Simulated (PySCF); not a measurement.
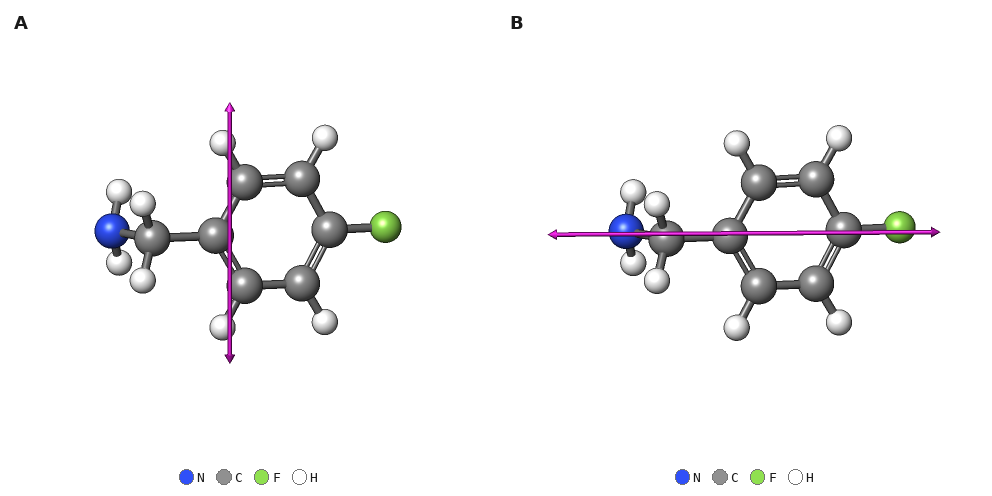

The double arrows show the directions of two transition dipoles from the ground state (lengths mean nothing). The computed structure is the end point of a GFN2-xTB optimisation. No frequency run is at hand to confirm it as a minimum. Method: TDDFT CAM-B3LYP/def2-SVPD, vertical, gas phase, core orbitals frozen in the response (PySCF 2.14.0).

### One belongs to singlet state 1 and one to singlet state 2. Which is which?

A: state 1, 5.31 eV (234 nm), oscillator strength 0.018, mainly HOMO → LUMO (weight 0.68).
B: state 2, 6.00 eV (207 nm), oscillator strength 0.094, mainly HOMO → LUMO+1 (weight 0.81).
